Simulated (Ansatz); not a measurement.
Base system: SrO in the rock salt structure (space group Fm-3m, No. 225; a = 5.195 Å).

Perturbation: 0.0701 holes added to each cell, a density of 2.0×10^21 cm⁻³, with a uniform compensating background at fixed cell and a 300 K Fermi–Dirac width.

Method: Kohn–Sham DFT with the PBE functional, run in Ansatz (an electronic-structure program) with PAW and 420 eV plane waves, no spin-orbit coupling.

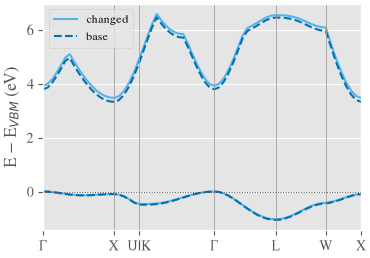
Figure: Highest valence and lowest conduction band along the path, each from its own valence-band maximum

**Question.** Read the changed gap and its character from the plot.

**Answer.** About 3.5 eV, indirect, Γ → X.

Carriers are added with a uniform compensating background; total energy and stress of such cells depend on the potential's zero and are not compared; many-body gap narrowing is missing at this level. Semilocal Kohn–Sham gaps tend to fall short of experiment. Stability against distortions was not tested.
